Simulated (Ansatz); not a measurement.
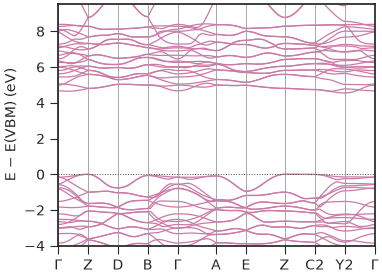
Fig. 1. Band structure from the program Ansatz at the LDA level (PAW)

Problem. Read off the gap and where the band edges lie.

Solution. About 4.5 eV (4.55 eV by a search for the band edges); maximum at Z, minimum at Y2.

The material is ScOF in space group P2_1/c (No. 14; Sc on 4e, O on 4e, F on 4e).

The workflow started from a Materials Project entry (that database holds measured and hypothetical structures alike); the Crystallography Open Database copy checked does not list it. Whether it is the stable phase at ambient conditions was not checked. The LDA relaxation kept the symmetry of its start; of distortions, only those at the zone centre were tested. The run is not spin-polarised.

Potentials: the later of the program's two PAW sets.
